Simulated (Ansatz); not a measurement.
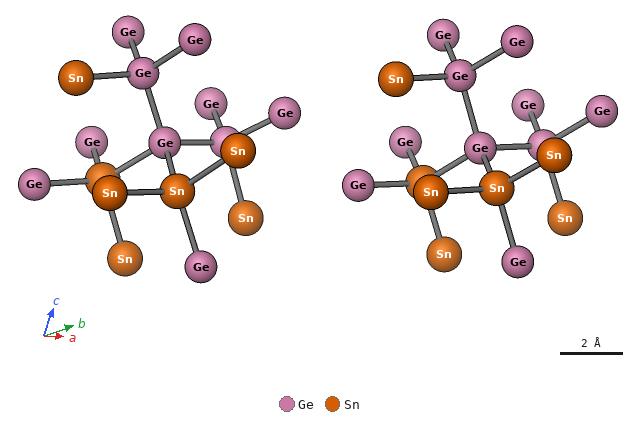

Two geometries of crystalline Ge$_{104}$Sn$_{24}$ (a generated structure, set up in P1), drawn at one scale. One is the start of a relaxation, the other its converged end. The picture is a ball-and-stick view of the atoms within 4.2 Å of the atom that moves most (axes of the cell of the calculation), seen from a free direction.

The calculation used Ansatz, DFT, PBEsol, PAW, plane waves. Settings: plane-wave cutoff 420 eV; k-point mesh 1 × 1 × 1; mesh shifted by (0.5, 0.5, 0.5); no spin polarisation; cell relaxed at fixed shape; force threshold 0.03 eV/Å; at most 80 steps.

**Which of the two is the end point?**

The left one is the relaxed one. A Ge atom moves most relative to the cell: 0.23 Å along [−3 3 2]. Largest moves by element: Ge 0.23 Å, Sn 0.18 Å. The volume changes by −0.1 %, with a = b = c 16.517 → 16.513 Å (0.0 %). Among the contacts that change: Sn–Sn 2.511 → 2.755 Å, Sn–Sn 2.493 → 2.736 Å, Sn–Sn 2.592 → 2.757 Å, Ge–Sn 2.493 → 2.599 Å. Bond angles that change, for instance: Sn–Ge–Sn 110.2° → 100.2°, Ge–Sn–Sn 110.5° → 102.3°, Ge–Sn–Ge 110.2° → 117.8°. The space group stays P1 (No. 1). The energy falls by 60.1 meV per atom in 5 geometry steps. The largest force component goes from 2.3 to 0.013 eV/Å. The pressure goes from 1.00 to 0.00 GPa. The run took 11 s on 1 × NVIDIA GB200 with 8 threads of Arm Neoverse-V2, peak memory 3.1 GiB.
